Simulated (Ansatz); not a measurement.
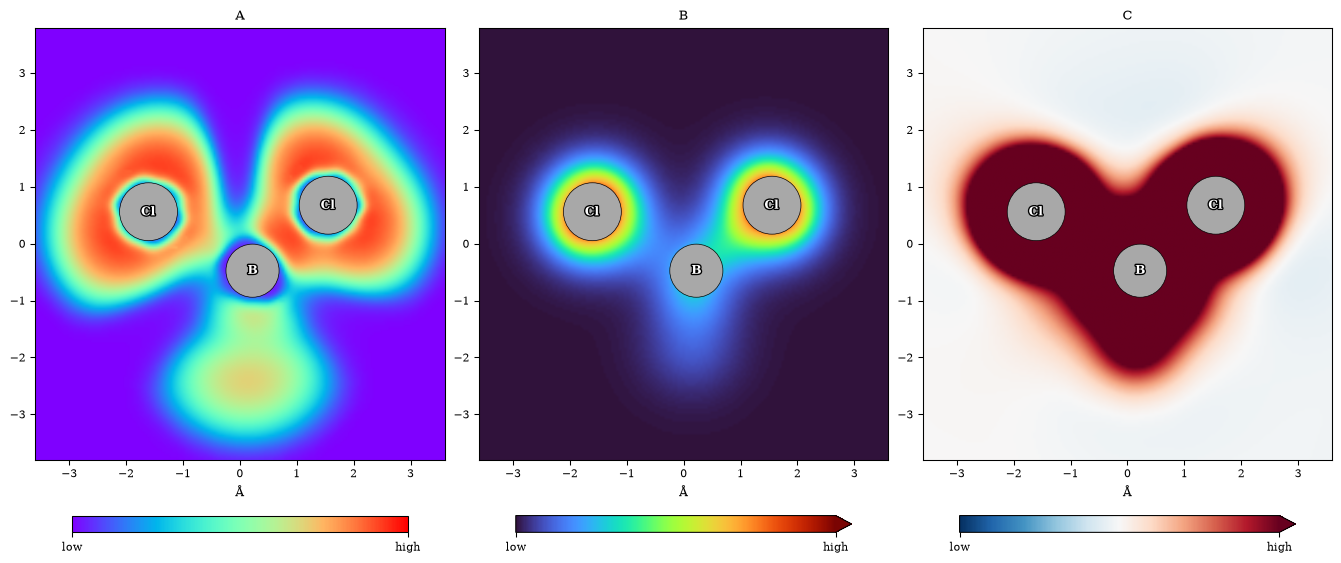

BCl₃H₂: 3 fields on the plane of atoms Cl4, B1 and Cl6, with unlabelled colour scales. Grey discs cover the atomic cores.

A transition-state structure; geometry: PBE0-D4/def2-TZVP.

Level of theory: RKS PBE0-D4/def2-TZVPP in Ansatz 0.2.0.

### Match the panels to the quantities (electron density, electron localisation function and electrostatic potential).

Panel A: electron localisation function. Panel B: electron density. Panel C: electrostatic potential (strongly positive close to the atoms and fading to about zero outside). From the grid: B–Cl (1.76 Å): the density is about 1.4 e/Å³ at the midpoint; the ELF peaks at about 0.90 between the atoms, as expected for a polar covalent bond.
